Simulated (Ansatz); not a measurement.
Generalised stacking fault of SrO (rock salt) on the {110} plane. The cell below holds the perfect crystal with the plane normal along z; tilting its third vector by the shift puts one fault into each cell, between planes 1.82 Å apart, at fixed cell height.

```
SrO
1.0
    3.64862     0.00000     0.00000
    0.00000     5.15993     0.00000
    1.82431     2.57997     5.47294
O Sr
3 3
Direct
  0.00000   0.00000   0.83333
  0.33333   0.33333   0.16667
  0.66667   0.66667   0.50000
  0.00000   0.50000   0.83333
  0.33333   0.83333   0.16667
  0.66667   0.16667   0.50000
```

In-plane vectors a = (3.649, 0.000) Å, b = (0.000, 5.160) Å, area 18.83 Å². The shift is s times the vector a (length 3.649 Å), so s = 1 restores the start. The shift is rigid: no atom relaxes. γ = [E(shift) − E(0)] / area.

The numbers are results of r2SCAN (plane waves to 500 eV, PAW, scalar-relativistic; Ansatz, an electronic-structure program), not measurements. k mesh 8×8×8 (Γ-centred), Fermi-Dirac smearing 0.05 eV. E is the zero-smearing estimate. Faults lie only 5.5 Å apart, and holding the cell height and the atoms raises γ above its relaxed value. Left out: 5 of 12 points, with atoms too close for the PAW data. SrO was relaxed with its symmetry unable to fall. The zero of γ is zero shift.

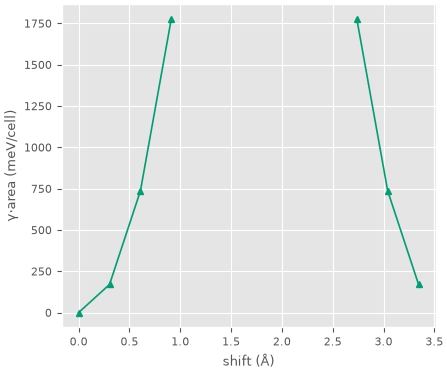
Figure: γ·area (meV/cell) against shift (Å); one marker a computed point.

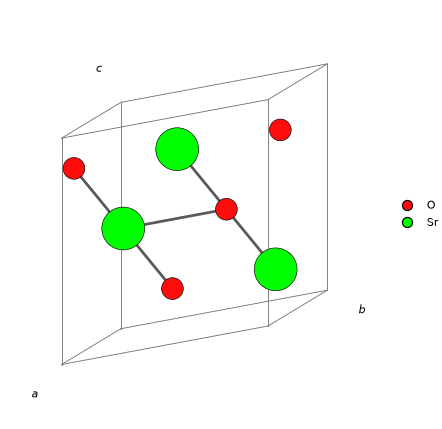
Figure: The cell of the calculation at s = 0.250.

(The slope of γ gives the shear force per area between the displaced halves; near zero shift its curvature is an elastic stiffness.)
